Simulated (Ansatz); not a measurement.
# Li+ with HBr: superposition error and deformation, part 1 of 2

How much of this pair's binding is borrowed basis, and how much do the fragments pay to take the shapes they have in the pair?

Method: PBE0-D4 structures, single points in def2-TZVPPD; program: Ansatz 0.2.0, Gaussian basis.

Levels: PBE-D4, revPBE-D4, BLYP-D4, r2SCAN-D4, B97M-V, PBE0-D4, B3LYP-D4, HSE06-D4, wB97X-V, wB97M-V, B2PLYP, Hartree-Fock, MP2, CCSD, CCSD(T).

Correlated methods freeze the cores. Filled d shells of the heavier atoms are correlated. The outer core shell of Li, Na, Mg and K is correlated. B3LYP uses VWN-RPA correlation. B2PLYP carries no dispersion term here.

129 further runs of the same task are left out: 129 set aside as unsound or not needed.

## Step 1: Where the work starts

The relaxed pair: 3 atoms, charge 1, spin multiplicity 1.

Atoms are counted from 1 here; the program's logs count them from 0.

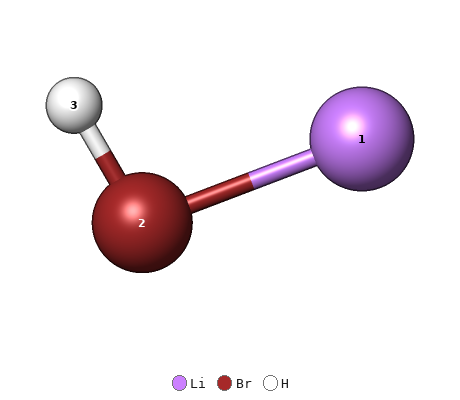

The starting geometry (lithium purple, bromine red, hydrogen white); atoms are numbered from 1 in the order of the file.

As a file:

```
Li    0.1521    0.2641   -1.7639
Br   -0.3706   -0.6435    0.4786
H     0.2186    0.3794    1.2852
```

Atoms 1 to 1 are fragment A (Li+), the rest fragment B (HBr). From earlier runs, pair energy (eV) and counterpoise interaction (kJ/mol):

```csv
method,E(pair),interaction
PBE-D4,-70250.39925,-73.59
revPBE-D4,-70255.68976,-71.98
BLYP-D4,-70262.28547,-73.38
r2SCAN-D4,-70261.11970,-65.10
B97M-V,-70249.78496,-67.85
PBE0-D4,-70252.99491,-72.59
B3LYP-D4,-70262.65559,-73.22
HSE06-D4,-70253.08722,-72.62
wB97X-V,-70255.09733,-69.58
wB97M-V,-70257.40821,-69.58
B2PLYP,-70251.06782,-69.57
MP2,-70221.24903,-64.08
CCSD(T),-70221.88061,-63.87
```

First each fragment is run alone in its own basis, frozen in the shape it has in the pair (a, b).

## Step 2: wB97X-V/def2-TZVPPD

The input, a/in.yaml:

```yaml
crystal:
  periodic: [false, false, false]
  atoms:
    - {symbol: Li, position_ang: [0.152113, 0.264138, -1.763917]}
basis:
  gaussian: {orbitals: "def2-TZVPPD.json"}
total_charge: 1
hamiltonian: {xc: {name: wB97X-V}}
```

The input, b/in.yaml:

```yaml
crystal:
  periodic: [false, false, false]
  atoms:
    - {symbol: Br, position_ang: [-0.370572, -0.643481, 0.478576]}
    - {symbol: H, position_ang: [0.218558, 0.379445, 1.285241]}
basis:
  gaussian: {orbitals: "def2-TZVPPD.json"}
hamiltonian: {xc: {name: wB97X-V}}
```

The basis file named in the input lies beside it (Basis Set Exchange, JSON).

Each run has its own folder and the same command.

Command:

```console
$ ansatz run in.yaml --threads 2 --pin off --events-out ev --progress --plain --max-ram 5222MiB
```

Output in a:

```text
Functional definition: wB97X-V
  name "wB97X-V"
  cite "Mardirossian & Head-Gordon, Phys. Chem. Chem. Phys. 16, 9904 (2014) doi:10.1039/C3CP54374A"
  cite "Becke, J. Chem. Phys. 107, 8554 (1997) doi:10.1063/1.475007"
  cite "Vydrov & Van Voorhis, J. Chem. Phys. 133, 244103 (2010) doi:10.1063/1.3521275"
  parameter omega = 0.3/bohr
  parameter cx = 0.167
  parameter cx1 = 0.603
  parameter cx2 = 1.194
  parameter css0 = 0.556
  parameter css1 = -0.257
  parameter cos0 = 1.219
  parameter cos1 = -1.850
  parameter b = 6.0
  parameter c = 0.01
  exchange = spin_sum(e_x_unif_sr(omega)*poly(b97_u_x, 1 - cx, cx1, cx2)) + cx*exact_x_sr(omega) + exact_x_lr(omega)
  correlation = spin_sum(e_c_pw_same_spin*poly(b97_u_same, css0, css1))
      + integral(e_c_pw_opposite_spin*poly(b97_u_opposite, cos0, cos1)) + vv10(b, c)
139 factors; their error is unknown
50 factors; integrals over basis functions are off by at most 2.1e-4 eV
mean field evaluation 1: about -198.0572 eV, gradient 3.5e-1 eV
mean field evaluation 2: about -198.0572 eV, gradient 3.5e-1 eV
mean field evaluation 4: about -198.0572 eV, gradient 3.0e-2 eV
mean field evaluation 8: about -198.0572 eV, gradient 4.4e-7 eV
mean field -198.05722125 eV, -7.2784686331 hartree, gradient 4.4e-7 eV, S^2 0.000000; 0 other end points of the search recorded, 0 dependent functions left out
reference -198.05722091 eV, -7.2784686203 hartree; 1, 1 occupied and 21, 21 virtual orbitals, 139 factors
Total energy: -198.05722091 eV, -7.2784686203 hartree
```

Log of b:

```text
[... 17 set-up lines as earlier in the session ...]
      + integral(e_c_pw_opposite_spin*poly(b97_u_opposite, cos0, cos1)) + vv10(b, c)
515 factors; their error is unknown
102 factors; integrals over basis functions are off by at most 6.0e-5 eV
mean field evaluation 1: about -70055.8421 eV, gradient 8.9e0 eV
mean field evaluation 2: about -70056.0580 eV, gradient 4.1e0 eV
mean field evaluation 4: about -70056.1023 eV, gradient 3.4e-1 eV
mean field evaluation 8: about -70056.3164 eV, gradient 4.0e-3 eV
mean field -70056.31640564 eV, -2574.5221420304 hartree, gradient 1.7e-5 eV, S^2 0.000000; 0 other end points of the search recorded, 0 dependent functions left out
reference -70056.31640384 eV, -2574.5221419643 hartree; 18, 18 occupied and 56, 56 virtual orbitals, 515 factors
Total energy: -70056.31640384 eV, -2574.5221419643 hartree
```

Times: 0.4 s (a), 1.1 s (b) on 2 threads, shared host.

## Step 3: wB97M-V/def2-TZVPPD

The same edit goes into each in.yaml of step 2 (a, b):

```diff
-hamiltonian: {xc: {name: wB97X-V}}
+hamiltonian: {xc: {name: wB97M-V}}
```

One command serves all of them, each in its own folder.

Command:

```console
$ ansatz run in.yaml --threads 2 --pin off --events-out ev --progress --plain --max-ram 5222MiB
```

Output in a:

```text
Functional definition: wB97M-V
  name "wB97M-V"
  cite "Mardirossian & Head-Gordon, J. Chem. Phys. 144, 214110 (2016) doi:10.1063/1.4952647"
[... 2 set-up lines as earlier in the session ...]
  # Of w^i u^j: cxij and so on, Table III.
[... 1 set-up line as earlier in the session ...]
  parameter cx = 0.15
  parameter cx01 = 1.007
  parameter cx10 = 0.259
  parameter css00 = 0.443
  parameter css04 = -1.437
  parameter css10 = -4.535
  parameter css20 = -3.390
  parameter css43 = 4.278
  parameter cos00 = 1.000
  parameter cos10 = 1.358
  parameter cos20 = 2.924
  parameter cos21 = -8.812
  parameter cos60 = -1.390
  parameter cos61 = 9.142
[... 2 set-up lines as earlier in the session ...]
  gx(w, u) = 1 - cx + cx01*u + cx10*w
  gss(w, u) = css00 + css04*u^4 + css10*w + css20*w^2 + css43*w^4*u^3
  gos(w, u) = cos00 + cos10*w + (cos20 + cos21*u)*w^2 + (cos60 + cos61*u)*w^6
  exchange = spin_sum(e_x_unif_sr(omega)*gx(b97_w, b97_u_x)) + cx*exact_x_sr(omega) + exact_x_lr(omega)
  correlation = spin_sum(e_c_pw_mod_same_spin*gss(b97_w, b97_u_same))
      + integral(e_c_pw_mod_opposite_spin*gos(b97_w_opposite, b97_u_opposite)) + vv10(b, c)
139 factors; their error is unknown
50 factors; integrals over basis functions are off by at most 2.1e-4 eV
mean field evaluation 1: about -197.9856 eV, gradient 3.0e-1 eV
mean field evaluation 2: about -197.9856 eV, gradient 3.0e-1 eV
mean field evaluation 4: about -197.9857 eV, gradient 2.8e-2 eV
mean field evaluation 8: about -197.9857 eV, gradient 3.2e-7 eV
mean field -197.98566991 eV, -7.2758391695 hartree, gradient 3.9e-7 eV, S^2 0.000000; 0 other end points of the search recorded, 0 dependent functions left out
reference -197.98567899 eV, -7.2758395033 hartree; 1, 1 occupied and 21, 21 virtual orbitals, 139 factors
Total energy: -197.98567899 eV, -7.2758395033 hartree
```

Log of b:

```text
[... 5 set-up lines as earlier in the session ...]
  # Of w^i u^j: cxij and so on, Table III.
[... 17 set-up lines as earlier in the session ...]
  gx(w, u) = 1 - cx + cx01*u + cx10*w
  gss(w, u) = css00 + css04*u^4 + css10*w + css20*w^2 + css43*w^4*u^3
  gos(w, u) = cos00 + cos10*w + (cos20 + cos21*u)*w^2 + (cos60 + cos61*u)*w^6
[... 2 set-up lines as earlier in the session ...]
      + integral(e_c_pw_mod_opposite_spin*gos(b97_w_opposite, b97_u_opposite)) + vv10(b, c)
508 factors; their error is unknown
102 factors; integrals over basis functions are off by at most 6.0e-5 eV
mean field evaluation 1: about -70058.2560 eV, gradient 8.3e0 eV
mean field evaluation 2: about -70058.4589 eV, gradient 4.3e0 eV
mean field evaluation 4: about -70058.5072 eV, gradient 3.2e-1 eV
mean field evaluation 8: about -70058.6986 eV, gradient 2.7e-3 eV
mean field -70058.69857145 eV, -2574.6096850095 hartree, gradient 1.6e-5 eV, S^2 0.000000; 0 other end points of the search recorded, 0 dependent functions left out
reference -70058.69862119 eV, -2574.6096868373 hartree; 18, 18 occupied and 56, 56 virtual orbitals, 508 factors
Total energy: -70058.69862119 eV, -2574.6096868373 hartree
```

Wall times: 0.3 s (a), 1.1 s (b) on 2 threads, shared host.

## Step 4: B2PLYP/def2-TZVPPD

The same edit goes into each in.yaml of step 3 (a, b):

```diff
-hamiltonian: {xc: {name: wB97M-V}}
+hamiltonian: {xc: {name: B2PLYP}}
```

One command serves all of them, each in its own folder.

Command:

```console
$ ansatz run in.yaml --threads 2 --pin off --events-out ev --progress --plain --max-ram 5222MiB
```

a printed:

```text
Functional definition: B2PLYP
  name "B2PLYP"
  cite "Grimme, J. Chem. Phys. 124, 034108 (2006) doi:10.1063/1.2148954"
  cite "Becke, Phys. Rev. A 38, 3098 (1988) doi:10.1103/PhysRevA.38.3098"
  cite "Lee, Yang & Parr, Phys. Rev. B 37, 785 (1988) doi:10.1103/PhysRevB.37.785"
  parameter a = 0.53
  parameter c = 0.27
  exchange = (1 - a)*b88_x + a*exact_x
  correlation = (1 - c)*lyp_c + c*(mp2_os + mp2_ss)
115 factors; integrals over basis functions are off by at most 1.7e-4 eV
mean field evaluation 1: about -197.7856 eV, gradient 2.2e-1 eV
mean field evaluation 2: about -197.7856 eV, gradient 2.2e-1 eV
mean field evaluation 4: about -197.7856 eV, gradient 9.7e-5 eV
mean field evaluation 8: about -197.7856 eV, gradient 7.8e-6 eV
mean field -197.78564506 eV, -7.2684883920 hartree, gradient 7.8e-6 eV, S^2 0.000000; 0 other end points of the search recorded, 0 dependent functions left out
reference -197.78567180 eV, -7.2684893745 hartree; 1, 1 occupied and 21, 21 virtual orbitals, 115 factors
second order -0.88875546 eV of doubles, -0.00000000 eV of singles
Total energy: -198.02563577 eV, -7.2773078880 hartree
```

Output in b:

```text
[... 9 set-up lines as earlier in the session ...]
448 factors; integrals over basis functions are off by at most 1.6e-3 eV
mean field evaluation 1: about -70049.6220 eV, gradient 6.6e0 eV
mean field evaluation 2: about -70049.6344 eV, gradient 6.6e0 eV
mean field evaluation 4: about -70049.7993 eV, gradient 1.1e0 eV
mean field evaluation 8: about -70049.8010 eV, gradient 9.9e-3 eV
mean field evaluation 16: about -70049.8010 eV, gradient 2.0e-6 eV
mean field -70049.80104496 eV, -2574.2827069416 hartree, gradient 2.0e-6 eV, S^2 0.000000; 0 other end points of the search recorded, 0 dependent functions left out
9 core orbitals not correlated: weight in the atoms' cores, before any rotation towards them, 1.000 or more for the frozen orbitals, at most 0.000 for the correlated occupied ones
reference -70049.80116035 eV, -2574.2827111824 hartree; 9, 9 occupied and 56, 56 virtual orbitals, 448 factors
second order -9.30024909 eV of doubles, -0.00000000 eV of singles
Total energy: -70052.31222761 eV, -2574.3749912020 hartree
```

Wall times: 0.15 s (a), 0.65 s (b) on 2 threads, shared host.

## Step 5: B97M-V/def2-TZVPPD

Each input of step 4 (a, b) changes in the same lines:

```diff
-hamiltonian: {xc: {name: B2PLYP}}
+hamiltonian: {xc: {name: B97M-V}}
```

One command serves all of them, each in its own folder.

Command:

```console
$ ansatz run in.yaml --threads 2 --pin off --events-out ev --progress --plain --max-ram 5222MiB
```

a printed:

```text
Functional definition: B97M-V
  name "B97M-V"
  cite "Mardirossian & Head-Gordon, J. Chem. Phys. 142, 074111 (2015) doi:10.1063/1.4907719"
[... 2 set-up lines as earlier in the session ...]
  # Of w^i u^j: cxij and so on, Table III.
  parameter cx00 = 1.000
  parameter cx01 = 1.308
  parameter cx02 = 1.901
  parameter cx10 = 0.416
  parameter cx11 = 3.070
  parameter css00 = 1.000
  parameter css02 = -1.855
  parameter css10 = -5.668
  parameter css32 = -20.497
  parameter css42 = -20.364
[... 1 set-up line as earlier in the session ...]
  parameter cos01 = 1.573
  parameter cos03 = -6.298
  parameter cos10 = 2.535
  parameter cos32 = -6.427
[... 2 set-up lines as earlier in the session ...]
  gx(w, u) = cx00 + cx01*u + cx02*u^2 + (cx10 + cx11*u)*w
  gss(w, u) = css00 + css02*u^2 + css10*w + (css32*w^3 + css42*w^4)*u^2
  gos(w, u) = cos00 + cos01*u + cos03*u^3 + cos10*w + cos32*w^3*u^2
  exchange = spin_sum(e_x_unif_s*gx(b97_w, b97_u_x))
[... 1 set-up line as earlier in the session ...]
      + integral(e_c_pw_mod_opposite_spin*gos(b97_w_opposite, b97_u_opposite)) + vv10(b, c)
139 factors; their error is unknown
mean field evaluation 1: about -198.9235 eV, gradient 6.2e-2 eV
mean field evaluation 2: about -198.9235 eV, gradient 6.2e-2 eV
mean field evaluation 4: about -198.9235 eV, gradient 9.3e-5 eV
mean field evaluation 8: about -198.9235 eV, gradient 4.7e-7 eV
mean field -198.92348132 eV, -7.3103031035 hartree, gradient 4.7e-7 eV, S^2 0.000000; 0 other end points of the search recorded, 0 dependent functions left out
reference -198.92348931 eV, -7.3103033968 hartree; 1, 1 occupied and 21, 21 virtual orbitals, 139 factors
Total energy: -198.92348931 eV, -7.3103033968 hartree
```

Output in b:

```text
[... 5 set-up lines as earlier in the session ...]
  # Of w^i u^j: cxij and so on, Table III.
[... 17 set-up lines as earlier in the session ...]
  gx(w, u) = cx00 + cx01*u + cx02*u^2 + (cx10 + cx11*u)*w
  gss(w, u) = css00 + css02*u^2 + css10*w + (css32*w^3 + css42*w^4)*u^2
  gos(w, u) = cos00 + cos01*u + cos03*u^3 + cos10*w + cos32*w^3*u^2
[... 2 set-up lines as earlier in the session ...]
      + integral(e_c_pw_mod_opposite_spin*gos(b97_w_opposite, b97_u_opposite)) + vv10(b, c)
479 factors; their error is unknown
mean field evaluation 1: about -70050.0333 eV, gradient 6.5e0 eV
mean field evaluation 2: about -70050.0920 eV, gradient 5.5e0 eV
mean field evaluation 4: about -70050.1600 eV, gradient 9.6e-2 eV
mean field evaluation 8: about -70050.1560 eV, gradient 1.5e-3 eV
mean field -70050.15597940 eV, -2574.2957505419 hartree, gradient 2.5e-5 eV, S^2 0.000000; 0 other end points of the search recorded, 0 dependent functions left out
reference -70050.15604333 eV, -2574.2957528911 hartree; 18, 18 occupied and 56, 56 virtual orbitals, 479 factors
Total energy: -70050.15604333 eV, -2574.2957528911 hartree
```

Wall times: 0.25 s (a), 0.95 s (b) on 2 threads, shared host.

## Step 6: CCSD(T)/def2-TZVPPD

The same edit goes into each in.yaml of step 5 (a, b):

```diff
-hamiltonian: {xc: {name: B97M-V}}
+correlation: {method: ccsd_t}
```

One command serves all of them, each in its own folder.

Command:

```console
$ ansatz run in.yaml --threads 2 --pin off --events-out ev --progress --plain --max-ram 5222MiB
```

a printed:

```text
Functional definition: HF
  name "HF"
  cite "Fock, Z. Phys. 61, 126 (1930) doi:10.1007/BF01340294"
  parent pbe
  exchange = exact_x
  correlation = 0
115 factors; integrals over basis functions are off by at most 1.7e-4 eV
mean field evaluation 1: about -196.9117 eV, gradient 2.2e-2 eV
mean field evaluation 2: about -196.9117 eV, gradient 2.2e-2 eV
mean field evaluation 4: about -196.9117 eV, gradient 9.3e-7 eV
mean field -196.91172360 eV, -7.2363723707 hartree, gradient 9.3e-7 eV, S^2 0.000000; 0 other end points of the search recorded, 0 dependent functions left out
reference -196.91172360 eV, -7.2363723707 hartree; 1, 1 occupied and 21, 21 virtual orbitals, 115 factors
second order -0.81477337 eV of doubles, -0.00000000 eV of singles
cycle   1  -0.91492215 eV  change   -1.0e-1 eV  update   6.4e-3
cycle   2  -0.93093312 eV  change   -1.6e-2 eV  update   1.1e-3
cycle   3  -0.93078793 eV  change    1.5e-4 eV  update   9.2e-5
cycle   4  -0.93078953 eV  change   -1.6e-6 eV  update   4.4e-6
cycle   5  -0.93079009 eV  change   -5.6e-7 eV  update   7.2e-7
perturbative correction 0.00000000 eV, 0.0000000000 hartree
Total energy: -197.84251369 eV, -7.2705782757 hartree
```

Log of b:

```text
[... 6 set-up lines as earlier in the session ...]
448 factors; integrals over basis functions are off by at most 1.6e-3 eV
mean field evaluation 1: about -70014.5486 eV, gradient 9.3e0 eV
mean field evaluation 2: about -70014.5679 eV, gradient 9.4e0 eV
mean field evaluation 4: about -70014.9466 eV, gradient 1.2e0 eV
mean field evaluation 8: about -70014.9540 eV, gradient 7.8e-5 eV
mean field evaluation 16: about -70014.9164 eV, gradient 1.2e0 eV
mean field -70014.95400871 eV, -2573.0021019798 hartree, gradient 1.8e-6 eV, S^2 0.000000; 0 other end points of the search recorded, 0 dependent functions left out
9 core orbitals not correlated: weight in the atoms' cores, before any rotation towards them, 1.000 or more for the frozen orbitals, at most 0.000 for the correlated occupied ones
reference -70014.95400871 eV, -2573.0021019798 hartree; 9, 9 occupied and 56, 56 virtual orbitals, 448 factors
second order -7.88051860 eV of doubles, -0.00000000 eV of singles
cycle   1  -7.96375415 eV  change   -8.3e-2 eV  update   4.5e-2
cycle   2  -8.14988597 eV  change   -1.9e-1 eV  update   1.2e-2
cycle   3  -8.15211449 eV  change   -2.2e-3 eV  update   3.9e-3
cycle   4  -8.15150788 eV  change    6.1e-4 eV  update   9.0e-4
cycle   5  -8.15159736 eV  change   -8.9e-5 eV  update   1.9e-4
cycle   6  -8.15149921 eV  change    9.8e-5 eV  update   5.1e-5
cycle   7  -8.15149709 eV  change    2.1e-6 eV  update   1.4e-5
perturbative correction -0.24609621 eV, -0.0090438688 hartree
Total energy: -70023.35160201 eV, -2573.3107078413 hartree
```

Wall times: 0.1 s (a), 0.75 s (b) on 2 threads, shared host.

## Step 7: Relaxing HBr alone

The input, relax-b/in.yaml:

```yaml
crystal:
  periodic: [false, false, false]
  atoms:
    - {symbol: Br, position_ang: [-0.370572, -0.643481, 0.478576]}
    - {symbol: H, position_ang: [0.218558, 0.379445, 1.285241]}
basis:
  gaussian: {orbitals: def2-TZVP}
hamiltonian: {xc: pbe0, dispersion: d4}
relax: {f_tol: 0.005, max_steps: 200}
```

Command:

```console
$ ansatz run in.yaml --threads 2 --pin off --events-out ev --progress --plain --max-ram 5222MiB
```

The program printed:

```text
Functional definition: PBE0
  name "PBE0"
  cite "Adamo & Barone, J. Chem. Phys. 110, 6158 (1999) doi:10.1063/1.478522"
  cite "Perdew, Burke & Ernzerhof, Phys. Rev. Lett. 77, 3865 (1996) doi:10.1103/PhysRevLett.77.3865"
[... 1 set-up line as earlier in the session ...]
  parameter a = 0.25
  parameter kappa = 0.804
  parameter beta = 0.06672455060314922
  exchange = (1 - a)*pbe_x(kappa = kappa, mu = beta*pi^2/3) + a*exact_x
  correlation = pbe_c(beta = beta)
457 factors; their error is unknown
mean field evaluation 1: about -70054.0284 eV, gradient 6.5e0 eV
mean field evaluation 2: about -70054.0935 eV, gradient 3.6e0 eV
mean field evaluation 4: about -70054.1310 eV, gradient 6.9e-2 eV
mean field evaluation 8: about -70054.5717 eV, gradient 5.4e-3 eV
mean field -70054.57169527 eV, -2574.4580251069 hartree, gradient 2.2e-5 eV, S^2 0.000000; 0 other end points of the search recorded, 0 dependent functions left out
the calculation of the forces begins
reference -70054.57171255 eV, -2574.4580257422 hartree; 18, 18 occupied and 36, 36 virtual orbitals, 457 factors
relax step   1: F+E_penalty+E_count = -70054.57721764 eV  Δ(F+E_penalty+E_count) = +0.000e0 eV  max|allowed force component| = 1.674e-1 eV/Å  Δτ_max = 0.0000 Å  (23 SCF iters, accepted)
these checks for a lower state are left out or cut short: starts, cluster_reference, orbital_swaps, neighbouring_geometries, increment
457 factors; their error is unknown
mean field evaluation 16: about -70054.1322 eV, gradient 2.9e-4 eV
mean field -70054.57274952 eV, -2574.4580638499 hartree, gradient 9.2e-6 eV, S^2 0.000000; 0 other end points of the search recorded, 0 dependent functions left out
the calculation of the forces begins
reference -70054.57276680 eV, -2574.4580644849 hartree; 18, 18 occupied and 36, 36 virtual orbitals, 457 factors
relax step   2: F+E_penalty+E_count = -70054.57826936 eV  Δ(F+E_penalty+E_count) = -1.052e-3 eV  max|allowed force component| = 2.919e-2 eV/Å  Δτ_max = 0.0038 Å  (28 SCF iters, accepted)
these checks for a lower state are left out or cut short: starts, cluster_reference, orbital_swaps, neighbouring_geometries, increment
457 factors; their error is unknown
mean field -70054.57278216 eV, -2574.4580650495 hartree, gradient 9.1e-6 eV, S^2 0.000000; 0 other end points of the search recorded, 0 dependent functions left out
the calculation of the forces begins
reference -70054.57279944 eV, -2574.4580656844 hartree; 18, 18 occupied and 36, 36 virtual orbitals, 457 factors
relax step   3: F+E_penalty+E_count = -70054.57830148 eV  Δ(F+E_penalty+E_count) = -3.212e-5 eV  max|allowed force component| = 2.294e-4 eV/Å  Δτ_max = 0.0008 Å  (29 SCF iters, accepted)
457 factors; their error is unknown
mean field evaluation 32: about -70054.1322 eV, gradient 1.2e-4 eV
mean field -70054.57278216 eV, -2574.4580650495 hartree, gradient 9.1e-6 eV, S^2 0.000000; 1 other end points of the search recorded, 0 dependent functions left out
the calculation of the forces begins
reference -70054.57279944 eV, -2574.4580656844 hartree; 18, 18 occupied and 36, 36 virtual orbitals, 457 factors
Total energy: -70054.57831875 eV, -2574.4582685155 hartree
Atom 0 at    -0.368675    -0.640188     0.481173 Å, force    -0.000132    -0.000229    -0.000181 eV/Å
Atom 1 at     0.216661     0.376152     1.282644 Å, force     0.000132     0.000229     0.000181 eV/Å
Dipole moment:     0.081726     0.141903     0.111903 e Å
```

Run time: 1.5 s. Hardware: 2 threads, shared host.

Relaxation path:

```csv
step,energy from step 1 (eV),largest force component (eV/Å)
1,0.0000,0.1674
2,-0.0011,0.0292
3,-0.0011,0.0002
```

The bond:

```csv
bond,before (Å),after (Å),change (Å)
Br1–H2,1.430,1.421,-0.009
```

## Step 8: PBE-D4/def2-TZVPPD

The input, free-b/in.yaml:

```yaml
crystal:
  periodic: [false, false, false]
  atoms:
    - {symbol: Br, position_ang: [-0.368675, -0.640188, 0.481173]}
    - {symbol: H, position_ang: [0.216661, 0.376152, 1.282644]}
basis:
  gaussian: {orbitals: "def2-TZVPPD.json"}
hamiltonian: {xc: pbe, dispersion: d4}
```

Command:

```console
$ ansatz run in.yaml --threads 2 --pin off --events-out ev --progress --plain --max-ram 5222MiB
```

The program printed:

```text
Functional definition: PBE
  name "PBE"
[... 4 set-up lines as earlier in the session ...]
  exchange = pbe_x(kappa = kappa, mu = beta*pi^2/3)
[... 1 set-up line as earlier in the session ...]
479 factors; their error is unknown
mean field evaluation 1: about -70051.9711 eV, gradient 1.0e1 eV
mean field evaluation 2: about -70052.0525 eV, gradient 6.6e0 eV
mean field evaluation 4: about -70052.1680 eV, gradient 2.1e-1 eV
mean field evaluation 8: about -70052.1626 eV, gradient 1.7e-1 eV
mean field -70052.16261044 eV, -2574.3694928723 hartree, gradient 2.8e-5 eV, S^2 0.000000; 0 other end points of the search recorded, 0 dependent functions left out
reference -70052.16265385 eV, -2574.3694944679 hartree; 18, 18 occupied and 56, 56 virtual orbitals, 479 factors
Total energy: -70052.16943891 eV, -2574.3697438142 hartree
```

It took 0.35 s on 2 threads, shared host.

(Continued in part 2 of 2.)
